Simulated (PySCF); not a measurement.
# C4H4ClN: excited states, first hyperpolarisability

Aim: compute the excited states, first hyperpolarisability of C4H4ClN (`NC=C=C=CCl`).

Programs: PySCF 2.14.0, with routines of our own; each step states its level. All values are computed. Atoms count from 0.

## 1. The starting structure

10 atoms, charge 0, multiplicity 1; geometry from: GFN2-xTB.

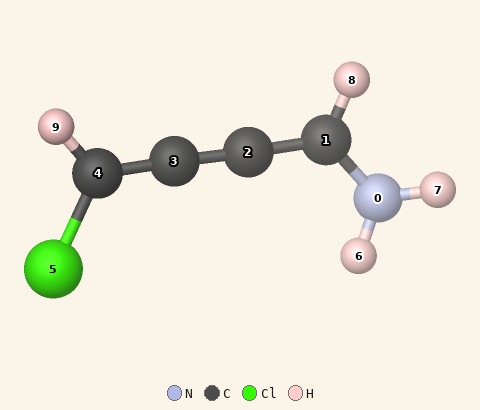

The starting geometry (nitrogen light blue, carbon dark grey, chlorine green, hydrogen pink).

## 2. Relaxing the molecule at PBE0-D3(BJ)/def2-TZVP

The job: settings as JSON, then the geometry in Å.

```
{"job": {"xc": "PBE0", "basis": "def2-TZVP", "d3": "d3bj", "grid": 2, "kind": "geom"}, "charge": 0, "multiplicity": 1}
N     -2.244260     0.423649     0.189755
C     -1.290897    -0.475967     0.600364
C      0.006092    -0.349143     0.375732
C      1.243228    -0.263946     0.189770
C      2.531109    -0.132274    -0.012973
Cl     3.198885     1.292603    -0.756343
H     -1.908361     1.328026    -0.101901
H     -3.119812     0.426842     0.685498
H     -1.673037    -1.372060     1.073111
H      3.265934    -0.873076     0.249513
```

Command:

```sh
> OMP_NUM_THREADS=1 python excited_run.py task.json out
```

One launch serves the whole session: the jobs run in the order shown.

The log of the run:

```text
step   0  E = -669.38553944  max force = 0.005809
step   1  E = -669.38544136  max force = 0.003653
step   2  E = -669.38574256  max force = 0.002280
step   3  E = -669.38576755  max force = 0.001614
step   4  E = -669.38580481  max force = 0.000695
step   5  E = -669.38581020  max force = 0.000403
optimisation converged
```

It took 2.4 min on 1 thread of Intel Xeon Platinum 8259CL at 2.50GHz, shared host; peak memory 0.87 GiB.

The steps of the relaxation: (the energy doesn't fall at every step)

```csv
step,energy from step 0 (eV),largest force component (eV/Å)
0,0.0000,0.2987
1,0.0027,0.1878
2,-0.0055,0.1172
3,-0.0062,0.0830
4,-0.0072,0.0357
5,-0.0074,0.0207
```

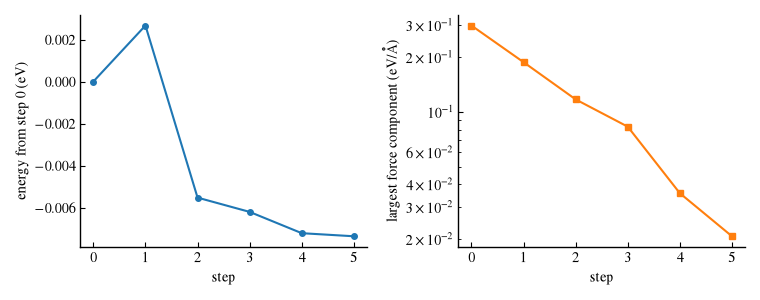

Energy and largest force along the relaxation.

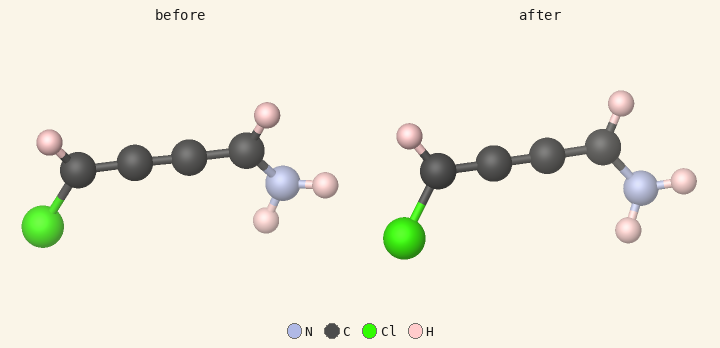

Before and after, at one scale.

Distances of close pairs at the start and the end, largest changes first:

```csv
bond,before (Å),after (Å),change (Å)
C4–Cl5,1.740,1.729,-0.011
C4–H9,1.076,1.081,+0.005
N0–C1,1.374,1.370,-0.004
C2–C3,1.254,1.258,+0.004
C1–H8,1.083,1.087,+0.004
C3–C4,1.310,1.312,+0.002
N0–H6,1.008,1.006,-0.002
N0–H7,1.006,1.005,-0.001
```

The next job starts from the end point, and lists it.

```csv
at the end point,value
point group (found at 0.08 Å tolerance),C1
"rotational constants (GHz, main isotopes)","11.226, 0.999, 0.918"
dipole moment (D),3.90
```

## 3. Excited states: TDA wB97X-D/def2-TZVPD

The job: settings as JSON, then the geometry in Å.

```
{"job": {"kind": "states", "xc": "wB97X-D", "basis": "def2-TZVPD", "tda": true, "soc": true, "nstates": 6, "ntriplets": 5, "nquad": 4}, "charge": 0, "multiplicity": 1}
N     -2.229878     0.537353     0.170503
C     -1.328738    -0.491439     0.242183
C     -0.011401    -0.366995     0.238526
C      1.241458    -0.258406     0.209798
C      2.549229    -0.152902     0.182087
Cl     3.361942     1.372933     0.164535
H     -1.880187     1.466037     0.337655
H     -3.152599     0.362360     0.527900
H     -1.767316    -1.485612     0.251988
H      3.215074    -1.004365     0.168126
```

Level: TDA wB97X-D/def2-TZVPD excited states, vertical, gas phase, spin-orbit mean-field couplings.

The log of the run:

```text
coarse grid: 9512 points
cycle   1  E = -669.6625451596  dE =  1.107e+00  |g| = 3.566e-01  |ddm| = 7.198e+00
cycle   2  E = -669.6825583922  dE = -2.001e-02  |g| = 2.995e-01  |ddm| = 1.552e+00
cycle   3  E = -669.7016554865  dE = -1.910e-02  |g| = 5.580e-02  |ddm| = 4.986e-01
cycle   4  E = -669.7024865047  dE = -8.310e-04  |g| = 2.367e-02  |ddm| = 1.483e-01
cycle   5  E = -669.7026311403  dE = -1.446e-04  |g| = 8.682e-03  |ddm| = 5.631e-02
cycle   6  E = -669.7026540758  dE = -2.294e-05  |g| = 3.422e-03  |ddm| = 2.428e-02
cycle   7  E = -669.7026580230  dE = -3.947e-06  |g| = 1.167e-03  |ddm| = 1.000e-02
final grid: 89064 points
cycle   8  E = -669.6979447911  dE = -1.504e-04  |g| = 6.343e-03  |ddm| = 3.866e-01
cycle   9  E = -669.6979456288  dE = -8.377e-07  |g| = 6.290e-03  |ddm| = 4.396e-02
cycle  10  E = -669.6979533354  dE = -7.707e-06  |g| = 7.439e-04  |ddm| = 7.533e-03
cycle  11  E = -669.6979534545  dE = -1.192e-07  |g| = 5.183e-04  |ddm| = 2.849e-03
cycle  12  E = -669.6979535221  dE = -6.758e-08  |g| = 9.177e-05  |ddm| = 1.043e-03
cycle  13  E = -669.6979535264  dE = -4.289e-09  |g| = 6.585e-05  |ddm| = 3.828e-04
cycle  14  E = -669.6979535286  dE = -2.185e-09  |g| = 1.885e-05  |ddm| = 2.001e-04
cycle  15  E = -669.6979535291  dE = -5.093e-10  |g| = 9.755e-06  |ddm| = 1.328e-04
converged SCF energy = -669.6979535291

Singlet excitations
state   eV       nm        f     d(h-e)  d(exc)  Lambda  PR(NTO)  |dmu|/D   mu/D   main configurations
  1   3.9518   313.7   0.00014   0.097   3.220   0.455   1.030    0.225    3.899   H->L+1 0.79
  2   4.9961   248.2   0.75068   0.213   3.281   0.783   1.274    0.425    3.971   H->L 0.85
  3   5.0959   243.3   0.01566   0.266   2.762   0.477   1.030    0.766    3.250   H-1->L 0.95
  4   5.3523   231.6   0.00342   0.669   3.974   0.370   1.087    3.112    0.868   H->L+2 0.72, H->L+5 0.10, H->L+1 0.09
  5   5.8688   211.3   0.00036   0.368   4.063   0.336   1.201                     H->L+4 0.44, H->L+3 0.39
  6   6.0946   203.4   0.00234   1.448   4.286   0.315   1.037                     H->L+3 0.43, H->L+4 0.37, H->L+5 0.09

Triplet excitations (Tamm-Dancoff)
state   eV     d(h-e)  d(exc)  Lambda  PR(NTO)   main configurations
  1   2.4573   0.192   3.046   0.819   1.036   H->L 0.96
  2   3.6638   0.169   3.164   0.450   1.029   H->L+1 0.76
  3   4.8069   0.100   2.576   0.516   1.014   H-1->L 0.48, H-1->L+1 0.33
  4   4.8431   0.113   2.589   0.510   1.010   H-1->L 0.51, H-1->L+1 0.29
  5   5.2905   1.032   3.951   0.388   1.170   H->L+2 0.65, H->L+1 0.13, H->L+5 0.09
S1 - T1 = 1.4945 eV

Spin-orbit couplings |<S|Hso|T>| (cm-1)
             T1       T2       T3       T4       T5
S0        0.580   55.339   20.554   18.659   23.486
S1       20.391    0.347   17.489   16.253    6.355
S2        2.989   21.883   25.369   23.365    8.330
S3       21.414    3.324    7.346   13.426    3.066
S4        4.186    7.434    1.359    4.254    0.985
S5       13.095    3.716    5.953    5.799    5.034
S6        3.181    7.765    2.311    0.989    3.737
T1 sublevels (cm-1): 0.000 0.006 0.006   radiative rates (1/s): 0.114 0.00482 0.0137
```

Run time: 74 s. Hardware: 1 thread of Intel Xeon Platinum 8259CL at 2.50GHz, shared host; peak memory 0.89 GiB.

From this job:

```csv
quantity,value
S1 less T1,1.49 eV
```

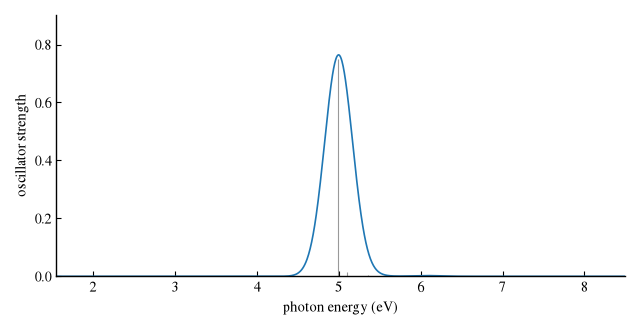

Absorption lines of the singlets. Lines are broadened to a width of 0.40 eV (Gaussian).

Orbitals, density, ELF and potential are computed afterwards from the orbital file.

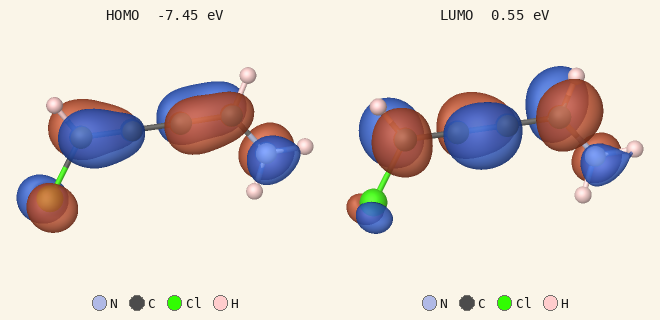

Frontier orbitals at wB97X-D/def2-TZVPD; each surface holds 70 % of the orbital's density, blue and red mark the sign.

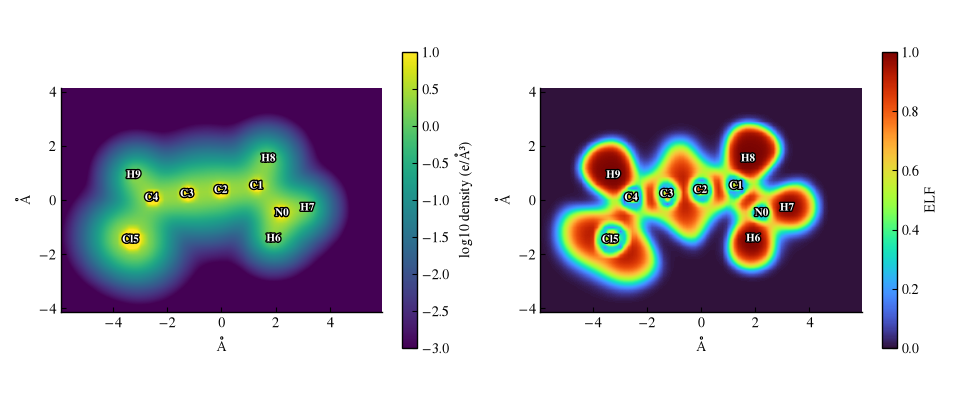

Density (left) and ELF (right) in a plane through or near 10 of the atoms.

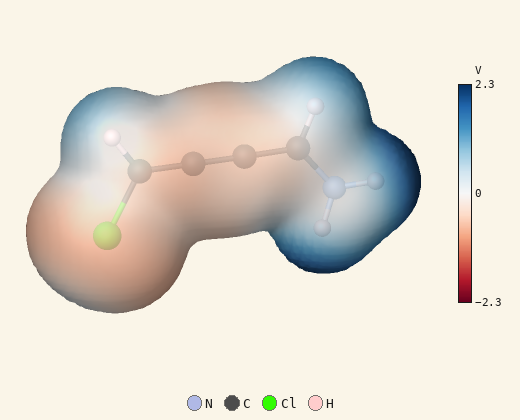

Electrostatic potential on the surface of density 0.002 e/bohr³; red is low, blue high. It runs from -0.78 V near Cl5 to 2.30 V near H7.

## 4. Excited states: TDDFT CAM-B3LYP/def2-TZVPD

The job, as its differences from that of step 3:

```diff
@@ -1,2 +1,2 @@
-{"job": {"kind": "states", "xc": "wB97X-D", "basis": "def2-TZVPD", "tda": true, "soc": true, "nstates": 6, "ntriplets": 5, "nquad": 4}, "charge": 0, "multiplicity": 1}
+{"job": {"kind": "states", "xc": "CAM-B3LYP", "basis": "def2-TZVPD", "tpa": true, "nstates": 8, "nquad": 6, "ntriplets": 0}, "charge": 0, "multiplicity": 1}
 N     -2.229878     0.537353     0.170503
```

Method: TDDFT CAM-B3LYP/def2-TZVPD excited states, vertical, gas phase, two-photon moments by quadratic response.

The log of the run:

```text
coarse grid: 9512 points
cycle   1  E = -669.6516437097  dE =  1.073e+00  |g| = 3.536e-01  |ddm| = 7.258e+00
cycle   2  E = -669.6651224289  dE = -1.348e-02  |g| = 3.270e-01  |ddm| = 1.420e+00
cycle   3  E = -669.6883753953  dE = -2.325e-02  |g| = 6.440e-02  |ddm| = 4.291e-01
cycle   4  E = -669.6893256216  dE = -9.502e-04  |g| = 2.713e-02  |ddm| = 1.040e-01
cycle   5  E = -669.6894901672  dE = -1.645e-04  |g| = 8.324e-03  |ddm| = 4.459e-02
cycle   6  E = -669.6895074206  dE = -1.725e-05  |g| = 3.589e-03  |ddm| = 1.319e-02
cycle   7  E = -669.6895107809  dE = -3.360e-06  |g| = 1.238e-03  |ddm| = 5.737e-03
final grid: 89064 points
cycle   8  E = -669.6821000724  dE = -2.566e-05  |g| = 4.616e-03  |ddm| = 1.658e-01
cycle   9  E = -669.6820980092  dE =  2.063e-06  |g| = 5.433e-03  |ddm| = 1.590e-02
cycle  10  E = -669.6821042915  dE = -6.282e-06  |g| = 8.099e-04  |ddm| = 6.533e-03
cycle  11  E = -669.6821044479  dE = -1.563e-07  |g| = 2.971e-04  |ddm| = 1.275e-03
cycle  12  E = -669.6821044714  dE = -2.359e-08  |g| = 8.782e-05  |ddm| = 4.205e-04
cycle  13  E = -669.6821044734  dE = -1.993e-09  |g| = 3.199e-05  |ddm| = 1.518e-04
cycle  14  E = -669.6821044739  dE = -4.741e-10  |g| = 1.132e-05  |ddm| = 7.960e-05
converged SCF energy = -669.6821044739

Singlet excitations
state   eV       nm        f     d(h-e)  d(exc)  Lambda  PR(NTO)  |dmu|/D   mu/D   delta(TPA)   sigma/GM   main configurations
  1   3.8568   321.5   0.00025   0.102   3.339   0.427   1.044    0.570    3.301        3.13      0.017   H->L+1 0.75, H->L+2 0.09
  2   4.6306   267.7   0.57866   0.207   3.278   0.778   1.318    0.461    3.844       21.74      0.171   H->L 0.93
  3   5.0417   245.9   0.00126   0.387   3.023   0.456   1.447    1.415    2.543        2.35      0.022   H-1->L 0.81, H->L+2 0.11
  4   5.1105   242.6   0.00119   0.673   3.881   0.409   1.459    2.717    1.204       14.20      0.136   H->L+2 0.60, H-1->L 0.17, H->L+1 0.11
  5   5.5961   221.6   0.00038   0.478   4.179   0.342   1.118    2.207    4.295       66.81      0.767   H->L+3 0.50, H->L+4 0.35
  6   5.7826   214.4   0.00267   1.682   4.302   0.340   1.026    7.072    3.328       55.26      0.677   H->L+4 0.53, H->L+3 0.40
  7   6.3010   196.8   0.01823   0.631   4.554   0.320   1.124                                            H->L+5 0.79
  8   6.4778   191.4   0.00047   2.249   4.750   0.358   1.413                                            H->L+6 0.64, H-2->L+1 0.09
```

Run time: 71 s. Hardware: 1 thread of Intel Xeon Platinum 8259CL at 2.50GHz, shared host; peak memory 0.99 GiB.

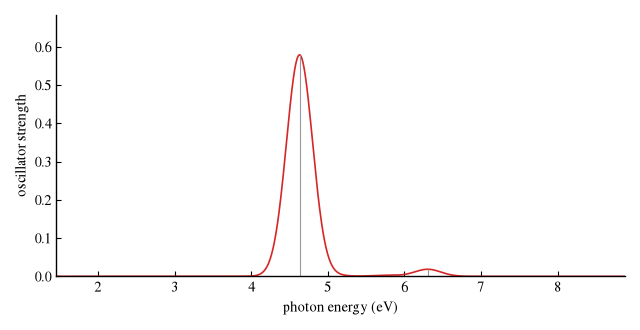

Absorption lines of the singlets. Lines are broadened to a width of 0.40 eV (Gaussian).

## 5. First hyperpolarisability: quadratic response CAM-B3LYP/def2-TZVPD

The job, as its differences from that of step 4:

```diff
@@ -1,2 +1,2 @@
-{"job": {"kind": "states", "xc": "CAM-B3LYP", "basis": "def2-TZVPD", "tpa": true, "nstates": 8, "nquad": 6, "ntriplets": 0}, "charge": 0, "multiplicity": 1}
+{"job": {"kind": "beta", "xc": "CAM-B3LYP", "basis": "def2-TZVPD"}, "charge": 0, "multiplicity": 1}
 N     -2.229878     0.537353     0.170503
```

With the program's defaults for keys left out, this is: quadratic response CAM-B3LYP/def2-TZVPD first hyperpolarisability, Taylor convention, gas phase.

The log of the run:

```text
coarse grid: 9512 points
cycle   1  E = -669.6516437097  dE =  1.073e+00  |g| = 3.536e-01  |ddm| = 7.258e+00
cycle   2  E = -669.6651224289  dE = -1.348e-02  |g| = 3.270e-01  |ddm| = 1.420e+00
cycle   3  E = -669.6883753953  dE = -2.325e-02  |g| = 6.440e-02  |ddm| = 4.291e-01
cycle   4  E = -669.6893256216  dE = -9.502e-04  |g| = 2.713e-02  |ddm| = 1.040e-01
cycle   5  E = -669.6894901672  dE = -1.645e-04  |g| = 8.324e-03  |ddm| = 4.459e-02
cycle   6  E = -669.6895074206  dE = -1.725e-05  |g| = 3.589e-03  |ddm| = 1.319e-02
cycle   7  E = -669.6895107809  dE = -3.360e-06  |g| = 1.238e-03  |ddm| = 5.737e-03
final grid: 89064 points
cycle   8  E = -669.6821000724  dE = -2.566e-05  |g| = 4.616e-03  |ddm| = 1.658e-01
cycle   9  E = -669.6820980092  dE =  2.063e-06  |g| = 5.433e-03  |ddm| = 1.590e-02
cycle  10  E = -669.6821042915  dE = -6.282e-06  |g| = 8.099e-04  |ddm| = 6.533e-03
cycle  11  E = -669.6821044479  dE = -1.563e-07  |g| = 2.971e-04  |ddm| = 1.275e-03
cycle  12  E = -669.6821044714  dE = -2.359e-08  |g| = 8.782e-05  |ddm| = 4.205e-04
cycle  13  E = -669.6821044734  dE = -1.993e-09  |g| = 3.199e-05  |ddm| = 1.518e-04
cycle  14  E = -669.6821044739  dE = -4.741e-10  |g| = 1.132e-05  |ddm| = 7.960e-05
converged SCF energy = -669.6821044739

Lowest singlets (eV, f): 3.8568 0.0003  4.6306 0.5787  5.0417 0.0013

First hyperpolarisability (au)
process     nm      |vector|   parallel      HRS      DR
static         -      164.86      -4.41     101.87   2.387
shg       1907.0      179.99      -5.69     111.07   2.427
eope      1907.0      169.64      -4.82          -       -
shg       1064.0      224.40      -9.12     138.06   2.509
eope      1064.0      181.15      -5.78          -       -
```

It took 74 s on 1 thread of Intel Xeon Platinum 8259CL at 2.50GHz, shared host; peak memory 0.93 GiB.

## 6. Excited states: TDA wB97X-D/def2-TZVPD in toluene

The job, as its differences from that of step 5:

```diff
@@ -1,2 +1,2 @@
-{"job": {"kind": "beta", "xc": "CAM-B3LYP", "basis": "def2-TZVPD"}, "charge": 0, "multiplicity": 1}
+{"job": {"kind": "states", "xc": "wB97X-D", "basis": "def2-TZVPD", "tda": true, "soc": true, "nstates": 6, "ntriplets": 5, "nquad": 4, "solvent": "toluene"}, "charge": 0, "multiplicity": 1}
 N     -2.229878     0.537353     0.170503
```

With the program's defaults for keys left out, this is: TDA wB97X-D/def2-TZVPD excited states, vertical, IEF-PCM toluene (non-equilibrium response), spin-orbit mean-field couplings.

The log of the run:

```text
coarse grid: 9512 points
cycle   1  E = -669.6714409478  dE =  1.098e+00  |g| = 3.473e-01  |ddm| = 7.186e+00
cycle   2  E = -669.6899805774  dE = -1.854e-02  |g| = 2.878e-01  |ddm| = 1.338e+00
cycle   3  E = -669.7074258322  dE = -1.745e-02  |g| = 5.295e-02  |ddm| = 4.339e-01
cycle   4  E = -669.7082051114  dE = -7.793e-04  |g| = 2.171e-02  |ddm| = 1.738e-01
cycle   5  E = -669.7083304047  dE = -1.253e-04  |g| = 8.315e-03  |ddm| = 5.827e-02
cycle   6  E = -669.7083523442  dE = -2.194e-05  |g| = 2.909e-03  |ddm| = 2.764e-02
cycle   7  E = -669.7083555483  dE = -3.204e-06  |g| = 9.121e-04  |ddm| = 1.114e-02
final grid: 89064 points
cycle   8  E = -669.7036132774  dE = -1.507e-04  |g| = 6.118e-03  |ddm| = 3.840e-01
cycle   9  E = -669.7036148326  dE = -1.555e-06  |g| = 5.802e-03  |ddm| = 4.107e-02
cycle  10  E = -669.7036211390  dE = -6.306e-06  |g| = 6.399e-04  |ddm| = 6.321e-03
cycle  11  E = -669.7036212464  dE = -1.074e-07  |g| = 4.084e-04  |ddm| = 2.681e-03
cycle  12  E = -669.7036212891  dE = -4.264e-08  |g| = 6.566e-05  |ddm| = 9.679e-04
cycle  13  E = -669.7036212938  dE = -4.740e-09  |g| = 5.088e-05  |ddm| = 4.521e-04
cycle  14  E = -669.7036212952  dE = -1.427e-09  |g| = 1.818e-05  |ddm| = 1.653e-04
cycle  15  E = -669.7036212957  dE = -4.588e-10  |g| = 8.824e-06  |ddm| = 1.273e-04
converged SCF energy = -669.7036212957

Singlet excitations
state   eV       nm        f     d(h-e)  d(exc)  Lambda  PR(NTO)  |dmu|/D   mu/D   main configurations
  1   3.9575   313.3   0.00066   0.216   3.180   0.484   1.027    0.744    5.444   H->L+1 0.84
  2   4.7171   262.8   1.02900   0.232   3.268   0.800   1.158    0.693    5.106   H->L 0.92
  3   5.1268   241.8   0.00118   0.279   2.752   0.473   1.027    0.944    3.952   H-1->L 0.97
  4   5.3585   231.4   0.00060   0.282   3.927   0.311   1.064    1.733    3.905   H->L+2 0.76, H->L+5 0.10
  5   5.9351   208.9   0.00018   0.236   4.057   0.336   1.243                     H->L+3 0.47, H->L+4 0.32
  6   6.2600   198.1   0.00103   1.117   4.350   0.316   1.051                     H->L+4 0.36, H->L+3 0.27, H->L+5 0.20

Triplet excitations (Tamm-Dancoff)
state   eV     d(h-e)  d(exc)  Lambda  PR(NTO)   main configurations
  1   2.4796   0.206   3.050   0.816   1.034   H->L 0.96
  2   3.6638   0.280   3.134   0.480   1.027   H->L+1 0.82, H->L+4 0.09
  3   4.8332   0.080   2.515   0.563   1.018   H-1->L+1 0.49, H-1->L 0.29
  4   4.8770   0.162   2.642   0.510   1.009   H-1->L 0.69, H-1->L+1 0.21
  5   5.3518   0.361   3.911   0.327   1.121   H->L+2 0.73, H->L+5 0.09
S1 - T1 = 1.4779 eV

Spin-orbit couplings |<S|Hso|T>| (cm-1)
             T1       T2       T3       T4       T5
S0        0.623   54.356   17.133   21.090    5.323
S1       19.935    0.583   20.344   11.904    8.011
S2        0.246   18.562   16.680   26.449    7.516
S3       20.801    0.949   11.955    8.246    3.495
S4        4.933    8.154    1.730    1.444    0.304
S5       12.478    1.645    8.016    4.378    5.138
S6        3.772   10.188    2.265    1.059    2.494
T1 sublevels (cm-1): 0.000 0.006 0.006   radiative rates (1/s): 0.361 0.0186 0.0183
```

Wall time 70 s (1 thread of Intel Xeon Platinum 8259CL at 2.50GHz, shared host); peak memory 0.93 GiB.

Key values:

```csv
quantity,value
S1 less T1,1.48 eV
```

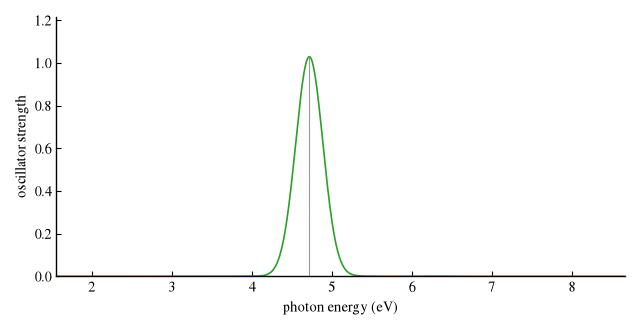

Absorption lines of the singlets. Lines are broadened to a width of 0.40 eV (Gaussian).

## 7. Summary of results

```
                                                  quantity                                                value
                                               point group                                                   C1
                      rotational constants (main isotopes)                                11.23, 1.00, 0.92 GHz
               S1 less T1 (step 3, TDA wB97X-D/def2-TZVPD)                                              1.49 eV
                     surface potential, least and greatest                                   -0.78 V and 2.30 V
β vector (step 5, quadratic response CAM-B3LYP/def2-TZVPD)  static 165, SHG 1907.0 nm 180, SHG 1064.0 nm 224 au
    S1 less T1 (step 6, TDA wB97X-D/def2-TZVPD in toluene)                                              1.48 eV
```

Over 5 steps the energy fell by 0.007 eV; of the close pairs, C4–Cl5 changed most, 1.740 to 1.729 Å. In step 3, the number of triplets below S1 is 2, and the largest singlet-triplet spin-orbit coupling is S0–T2, 55.34 cm⁻¹. β grows from 165 au (static) to 224 au for doubling at 1064.0 nm: normal dispersion, which grows as twice the photon energy moves toward the bright states. In step 6, the number of triplets below S1 is 2, and the largest singlet-triplet spin-orbit coupling is S0–T2, 54.36 cm⁻¹.
